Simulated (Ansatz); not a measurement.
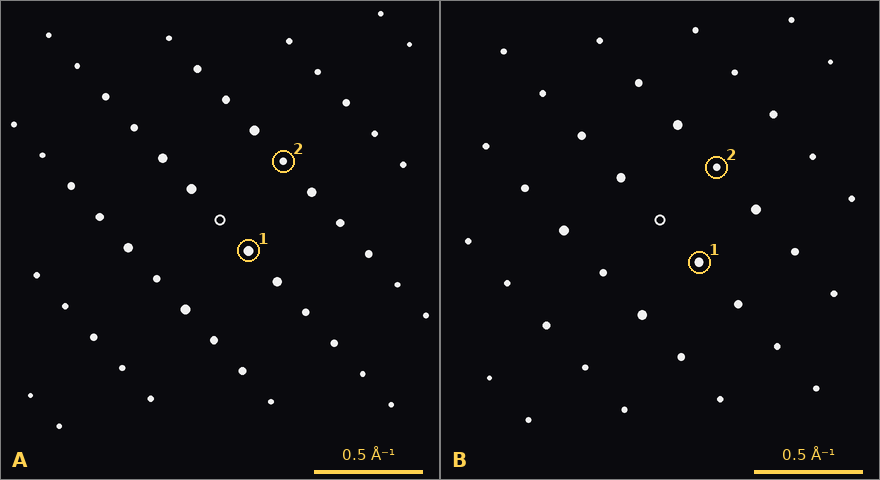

Kinematic electron diffraction patterns (300 kV, B = 0.5 Å², same scale) along [110] of the run's own cell, for the start and the end of one relaxation of SiB2Ir2 with Ansatz 0.2.0, DFT, PAW plane waves, r2scan. k mesh 6×6×6. The start is a generated model structure, and the relaxation ends in the nearest stationary point of its symmetry, not necessarily the ground state. Spot 1 is 0 0 -1 and spot 2 is -1 1 0 in both.

Start structure:

```yaml
crystal:
  lattice:
    - [0.00000, 3.52050, 0.00000]
    - [3.52050, 0.00000, 0.00000]
    - [1.76025, 1.76025, -5.10271]
  atoms:
    - { symbol: Ir, position: [0.75000, 0.25000, 0.50000] }
    - { symbol: Ir, position: [0.25000, 0.75000, 0.50000] }
    - { symbol: B, position: [0.37500, 0.37500, 0.25000] }
    - { symbol: B, position: [0.62500, 0.62500, 0.75000] }
    - { symbol: Si, position: [0.00000, 0.00000, 0.00000] }
```

**Which pattern belongs to the start structure, and which to the relaxed one?**

A is the start: its cell gives d(1) = 5.103 Å, d(2) = 2.489 Å and an angle of 90.0°. B is the relaxed structure, with d(1) = 3.731 Å (-26.9 %), d(2) = 2.767 Å (+11.2 %) and 90.0°.

**What did the relaxation do to the structure and the energy?**

The volume changed by -9.7 % to 11.43 Å³ an atom; with the mean shift removed, the atoms moved by up to 0.10 Å relative to the cell (B most); the space group stayed I4/mmm (No. 139); the free energy fell by 770 meV an atom. Relaxed cell: a = 3.913 Å, b = 3.913 Å, c = 4.645 Å, α = 65.09°, β = 65.09°, γ = 90.00°.
